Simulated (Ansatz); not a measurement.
## AlCr2C, pressure series

Start from AlCr2C (space group P6_3/mmc, No. 194; a = 2.812 Å, c = 12.600 Å; non-magnetic).

Cell and atoms are relaxed at each pressure.

Computed with PBEsol (Ansatz, a first-principles code; PAW; 420 eV plane waves; no spin-orbit coupling), earlier PAW set.

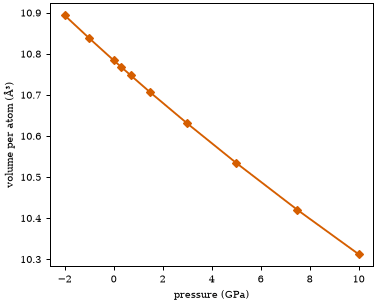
Figure. Volume per atom against pressure

### Question
From the plot, what is the volume per atom for pressure 7.5 GPa?

### Answer
About 10.42 Å³.

### Question
Is the trend monotonic over the range shown?

### Answer
Yes, it falls throughout, spanning 10.31 Å³ to 10.89 Å³.

Load acts through the strain it causes; cell and atoms are relaxed under it. No phonon test of stability was made. Competing high-pressure phases were not computed. Starting moments died away, wholly or in part, for the base; another magnetic solution may exist. All final runs are without spin polarisation.
